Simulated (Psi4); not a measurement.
# BH2Cl (SMILES BCl): MP2/def2-TZVP

Aim: the vertical singlet–triplet gap of BH2Cl at MP2/def2-TZVP, from 2 runs. 

The calculation is run with Psi4 1.11.

### Step 1. Starting point

The species is BH2Cl (4 atoms), meant as a singlet with charge 0. SMILES: `BCl`. The coordinates come from a PBE0-D4/def2-TZVP relaxation.

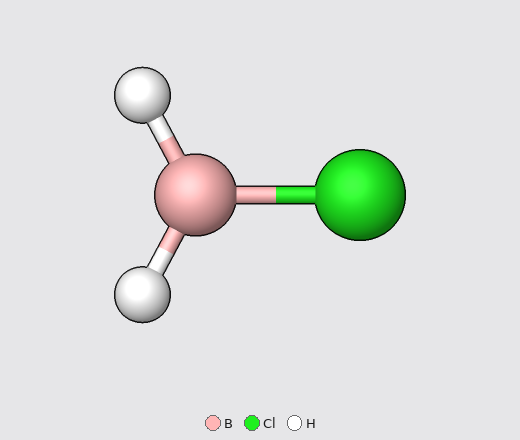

Viewed from a chosen angle; boron pink, chlorine green, hydrogen white.

### Step 2. A single-point energy at MP2/def2-TZVP

Input file calc.py:

```python
import psi4

psi4.set_memory('1600 MB')
psi4.set_num_threads(1)
psi4.set_output_file('psi4.out', False)

m = psi4.geometry("""
B     -0.116700     0.021700    -0.075300
Cl     1.365000    -0.395300     0.721200
H     -1.106200    -0.559500     0.240400
H     -0.086600     0.872800    -0.906600
symmetry c1
""")

psi4.set_options({
    'puream': True,
    'e_convergence': 1e-09,
    'd_convergence': 1e-08,
    'scf_type': 'pk',
    'num_frozen_docc': 6,
    'mp2_type': 'conv',
})

energy_value = psi4.energy('mp2/def2-TZVP', molecule=m)
print('E =', round(energy_value, 9))
```

On the command line:

```
$ python calc.py
```

psi4.out, shortened:

```text
[...]
  Running in c1 symmetry.
[...]
  Nuclear repulsion =   37.783015982108225
[...]
  Multiplicity = 1
[...]
  Nalpha       = 12
  Nbeta        = 12
[...]
    Number of basis functions: 80
[...]
   @RHF iter   1:  -485.37728203678114   -5.40875e-01   1.96875e-03 ADIIS/DIIS
[...]
   @RHF iter  10:  -485.39000793578629   -2.52385e-11   7.75526e-09 DIIS
[...]
    Orbital Energies [Eh]
    ---------------------
    Doubly Occupied:
       1A   -104.836739     2A    -10.566914     3A     -8.033611
       4A     -8.032758     5A     -8.032370     6A     -7.663904
       7A     -1.118525     8A     -0.706906     9A     -0.566365
      10A     -0.543270    11A     -0.488173    12A     -0.439372
[...]
  @RHF Final Energy:  -485.39000793578629
   => Energetics <=
    Nuclear Repulsion Energy =             37.7830159821082248
    One-Electron Energy =                -744.2882294516972479
    Two-Electron Energy =                 221.1152055338027935
    Total Energy =                       -485.3900079357862865
[...]
 Multipole Moments:
 ------------------------------------------------------------------------------------
     Multipole            Electronic (a.u.)      Nuclear  (a.u.)        Total (a.u.)
 ------------------------------------------------------------------------------------
 L = 1.  Multiply by 2.5417464519 to convert [e a0] to [Debye]
 Dipole X            :          1.9659824           -2.2620037           -0.2960213
 Dipole Y            :         -0.5531495            0.6365030            0.0833535
 Dipole Z            :          1.0566555           -1.2158337           -0.1591782
 Magnitude           :                                                    0.3462862
[...]
	SCS-MP2 Total Energy (a.u.)        :  -485.67872652168234
	SOS-MP2 Total Energy (a.u.)        :  -485.65770355276908
	SCSN-MP2 Total Energy (a.u.)       :  -485.50100921164852
[...]
	SOS-PI-MP2 Total Energy (a.u.)     :  -485.70231948893291
[...]
	MP2 Total Energy (a.u.)            :  -485.67615652334518
[...]
```

On the terminal:

```text
E = -485.676156523
```

It took 4.2 s on 1 thread of Intel Xeon 6975P-C (Granite Rapids), shared host; peak memory 0.35 GiB.

### Step 3. The triplet at the same level

Input file bclh2.json:

```json
{
 "schema_name": "qcschema_input",
 "schema_version": 1,
 "molecule": {
  "schema_name": "qcschema_molecule",
  "schema_version": 2,
  "symbols": ["B", "Cl", "H", "H"],
  "geometry": [-0.22053104, 0.04100706, -0.14229638, 2.57947616, -0.74700874, 1.36287048, -2.09041504, -1.05730177, 0.45429016, -0.16365028, 1.64935296, -1.7132257],
  "molecular_charge": 0,
  "molecular_multiplicity": 3,
  "fix_symmetry": "c1"
 },
 "driver": "energy",
 "model": {
  "method": "mp2",
  "basis": "def2-TZVP"
 },
 "keywords": {
  "reference": "uhf",
  "puream": true,
  "e_convergence": 1e-09,
  "d_convergence": 1e-08,
  "scf_type": "pk",
  "num_frozen_docc": 6,
  "mp2_type": "conv",
  "maxiter": 200
 }
}
```

On the command line:

```
$ psi4 --qcschema bclh2.json -n 1 --memory 1600MB
```

stdout, shortened:

```text
[...]
  Running in c1 symmetry.
[...]
  Nuclear repulsion =   37.783015980830257
[...]
  Multiplicity = 3
[...]
  Nalpha       = 13
  Nbeta        = 11
[...]
    Number of basis functions: 80
[...]
   @UHF iter   1:  -485.16646597604517   -3.30058e-01   2.54978e-03 ADIIS/DIIS
[...]
   @UHF iter  18:  -485.20123580446142   -3.58114e-12   6.64303e-09 DIIS
[...]
   @S^2 Observed:                2.020844349E+00
[...]
    Orbital Energies [Eh]
    ---------------------
    Alpha Occupied:
       1A   -104.955778     2A    -10.681179     3A     -8.164272
       4A     -8.144468     5A     -8.143161     6A     -7.583995
       7A     -1.229174     8A     -0.749199     9A     -0.649062
      10A     -0.588341    11A     -0.572901    12A     -0.493729
      13A     -0.243492
    Alpha Virtual:
      14A      0.137973    15A      0.160214    16A      0.175271
      17A      0.221475    18A      0.225538    19A      0.288577
      20A      0.304547    21A      0.385459    22A      0.396431
      23A      0.437320    24A      0.462794    25A      0.492385
[...]
  @UHF Final Energy:  -485.20123580446142
   => Energetics <=
    Nuclear Repulsion Energy =             37.7830159808302568
    One-Electron Energy =                -742.8453128605710845
    Two-Electron Energy =                 219.8610610752794514
    Total Energy =                       -485.2012358044614189
  UHF NO Occupations:
  HONO-2 :   11  A 1.9960136
  HONO-1 :   12  A 1.0000000
[...]
 Multipole Moments:
 ------------------------------------------------------------------------------------
     Multipole            Electronic (a.u.)      Nuclear  (a.u.)        Total (a.u.)
 ------------------------------------------------------------------------------------
 L = 1.  Multiply by 2.5417464519 to convert [e a0] to [Debye]
 Dipole X            :          3.1007837           -2.2620037            0.8387801
 Dipole Y            :         -0.8725626            0.6365030           -0.2360596
 Dipole Z            :          1.6667382           -1.2158337            0.4509046
 Magnitude           :                                                    0.9811172
[...]
	SCS-MP2 Total Energy (a.u.)        :  -485.47992339762118
	SOS-MP2 Total Energy (a.u.)        :  -485.45818838921645
	SCSN-MP2 Total Energy (a.u.)       :  -485.31599664883834
[...]
	SOS-PI-MP2 Total Energy (a.u.)     :  -485.50101382000895
[...]
	MP2 Total Energy (a.u.)            :  -485.48056798363808
[...]
```

The result, in JSON:

```text
{
 "driver": "energy",
 "model": {
  "method": "mp2",
  "basis": "def2-TZVP"
 },
 "success": true,
 "return_result": -485.4805679836381,
 "properties": {
  "calcinfo_nbasis": 80,
  "calcinfo_nmo": 80,
  "calcinfo_nalpha": 13,
  "calcinfo_nbeta": 11,
  "calcinfo_natom": 4,
  "nuclear_repulsion_energy": 37.78301598083026,
  "return_energy": -485.4805679836381,
  "scf_one_electron_energy": -742.8453128605711,
  "scf_two_electron_energy": 219.86106107527945,
  "scf_dipole_moment": [0.8387800527661158, -0.23605959224847417, 0.4509045606174873],
  "scf_total_energy": -485.2012358044614,
  "scf_iterations": 18,
  "mp2_same_spin_correlation_energy": -0.0652050252141624,
  "mp2_opposite_spin_correlation_energy": -0.21412715396251975,
  "mp2_singles_energy": 0.0,
  "mp2_doubles_energy": -0.2793321791766821,
  "mp2_correlation_energy": -0.279332179176663,
  "mp2_total_energy": -485.4805679836381
 }
}
```

Wall time 4.2 s (1 thread of Intel Xeon 6975P-C (Granite Rapids), shared host); peak memory 0.35 GiB.

### Step 4. What came out

At MP2/def2-TZVP, 6 core orbitals frozen:

| quantity | value |
| --- | --- |
| singlet: total energy | -485.67616 Eh |
| singlet: HOMO energy (Hartree–Fock orbitals) | -11.96 eV |
| singlet: LUMO energy (Hartree–Fock orbitals) | 1.71 eV |
| singlet: HOMO–LUMO gap (Hartree–Fock orbitals) | 13.67 eV |
| singlet: correlation energy (6 core orbitals frozen) | -286.1 mEh |
| triplet: total energy | -485.48057 Eh |
| triplet: HOMO energy (Hartree–Fock orbitals) (highest over α and β) | -6.63 eV |
| triplet: LUMO energy (Hartree–Fock orbitals) (lowest over α and β) | -2.87 eV |
| triplet: correlation energy (6 core orbitals frozen) | -279.3 mEh |
| triplet: ⟨S²⟩ of the reference determinant | 2.021 |
| vertical energy of the triplet above the singlet | 5.322 eV |

In words: At this shape the triplet lies 5.32 eV (123 kcal/mol) above the singlet.
